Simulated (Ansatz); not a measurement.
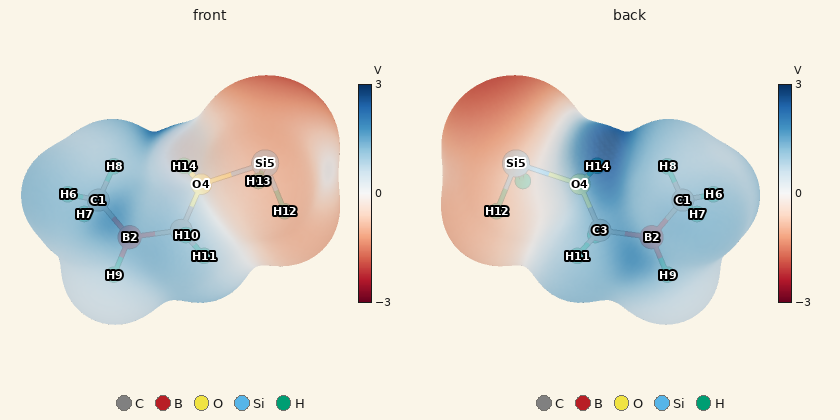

Figure. C2H9BOSi. The electrostatic potential painted on the density surface at 0.001 e/bohr³, seen from the front and from behind; the colour scale runs from red (negative) to blue (positive).

All numbers below come from Ansatz, UKS r2SCAN-D4/6-31G.

```xyz
14

C    -1.8287   -0.9380    1.2120
B    -0.2720   -0.8445    1.2516
C     0.6154   -0.0252    0.2612
O    -0.1093    0.7313   -0.7883
Si    0.7088    1.9090   -2.1728
H    -2.2279   -0.5909    2.1789
H    -2.1383   -1.9926    1.1464
H    -2.3499   -0.3791    0.4242
H     0.3313   -1.4423    2.1004
H     1.2046    0.7357    0.7953
H     1.3495   -0.6635   -0.2579
H     1.8479    0.8564   -2.3954
H     1.5136    2.6388   -1.0507
H    -1.0258    0.4443   -0.9361
```

Question: Describe the electrostatic potential map.

Answer: The most negative region (about −1.9 V) lies over H13, the most positive (about +2.6 V) over H14.
